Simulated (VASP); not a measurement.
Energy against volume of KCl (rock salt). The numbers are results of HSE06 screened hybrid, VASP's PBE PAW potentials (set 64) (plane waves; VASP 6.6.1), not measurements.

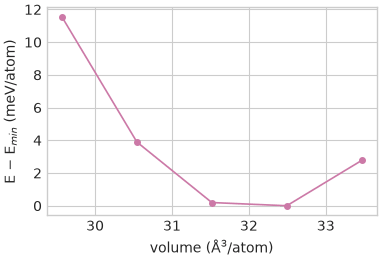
Figure: Energy against volume

Q: Estimate the equilibrium volume and the bulk modulus.

A: The minimum lies near 32.1 Å³/atom, and the curvature gives B0 of about 17 GPa.

The compound is KCl in the rock salt structure. It was relaxed first. The cell's shape comes from a PBE relaxation.
